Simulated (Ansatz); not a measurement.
System: CH₇AlFN.

Input

```
crystal:
  periodic: [false, false, false]
  atoms:
    - { symbol: Al, position_ang: [-1.311226, -0.242457, -0.962144] }
    - { symbol: F, position_ang: [0.564205, 2.11646, -1.559808] }
    - { symbol: H, position_ang: [-0.745998, -1.298132, -1.996334] }
    - { symbol: H, position_ang: [-2.675923, 0.55688, -1.023887] }
    - { symbol: H, position_ang: [0.614814, 1.74113, -0.727983] }
    - { symbol: "N", position_ang: [-0.270597, 0.047576, 0.569121] }
    - { symbol: C, position_ang: [0.876827, -0.717094, 1.011334] }
    - { symbol: H, position_ang: [-0.668824, 0.613962, 1.313095] }
    - { symbol: H, position_ang: [1.262264, -1.332993, 0.183927] }
    - { symbol: H, position_ang: [1.711926, -0.077387, 1.349965] }
    - { symbol: H, position_ang: [0.642532, -1.407945, 1.842714] }
basis:
  gaussian: { orbitals: def2-SVP }
hamiltonian:
  xc: pbe0
  dispersion: d4
relax:
  f_tol: 0.03
  max_steps: 50
output:
  orbitals: {}
```

Command:

```sh
ansatz run input.yaml --threads 2 --pin off --max-ram 3072MiB --backend cpu --events-out ev --progress --plain --runs-dir out
```

The fields are those of the relaxed geometry.

All numbers below come from Ansatz 0.2.0, RKS PBE0-D4/def2-SVP.

**Predict the electron density and electron localisation function between the atoms.**

C–N (1.47 Å): ρ at the midpoint is about 1.9 e/Å³; the ELF peaks at about 0.95 between the atoms (a shared electron pair).
Al–N (2.06 Å): ρ at the midpoint is about 0.49 e/Å³; the ELF peaks at about 0.95 in the valence shell of N, 0.7 Å from its nucleus, and is about 0.75 at the midpoint.
C–H (1.10 Å): ρ is about 1.9 e/Å³ halfway; the ELF climbs to about 1 towards the hydrogen, as it does in any bond to H (an ordinary covalent bond to hydrogen).
Al–H (1.60 Å): the density is about 0.52 e/Å³ at the midpoint; the ELF climbs to about 1 towards the hydrogen.

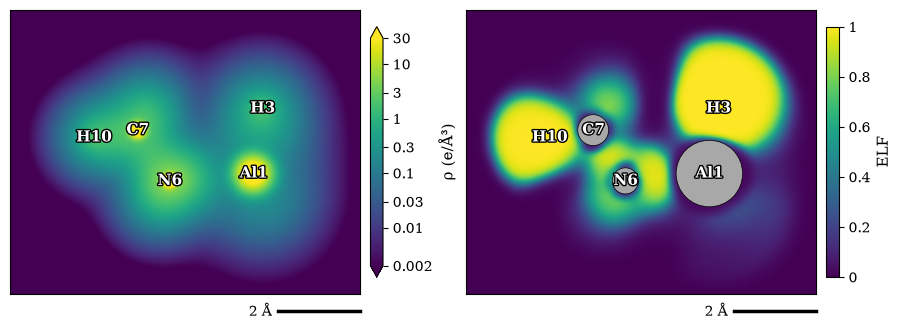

Computed electron density and electron localisation function on the plane of atoms H3, Al1 and N6, in this order. Grey discs cover the atomic cores in the ELF map. 
